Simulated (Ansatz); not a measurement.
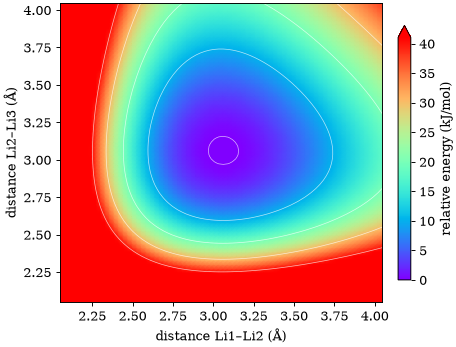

Energy landscape of the system Li⁺ + Li₂. The first coordinate is: distance Li1–Li2; the second: distance Li2–Li3. Nothing is relaxed (the angle Li1–Li2–Li3 is fixed at 180 degrees). Grid: 17 × 17 points; 153 points were computed and 136 follow by symmetry. All energies are given in kJ/mol relative to the lowest grid point. The restricted reference is unstable at some or all points, so the energies there are unreliable. These are results of Ansatz, RHF-MP2, frozen core/def2-TZVPD, not measurements.

In the figure: a smooth colour map with a few white contour lines, one colour for all values above the top of the scale. Between grid points the surface is interpolated. 

### Describe this landscape.

The lowest grid point is at distance Li1–Li2 = 2.995 Å, distance Li2–Li3 = 2.995 Å. It is the only kind of minimum in the scanned range. The highest grid point, distance Li1–Li2 = 2.048 Å, distance Li2–Li3 = 2.048 Å, lies 146 kJ/mol above the lowest. Round the minimum the contours are nearly round: the two directions are equally stiff and uncoupled.

Each point was launched as `ansatz run input.yaml --threads 1 --pin off --max-ram 2560MiB --backend cpu --events-out ev --progress --plain --runs-dir out`. The whole map (153 points run) took 51 s on 1 thread of AMD EPYC 7R13 Processor (Zen 3), on a shared host.
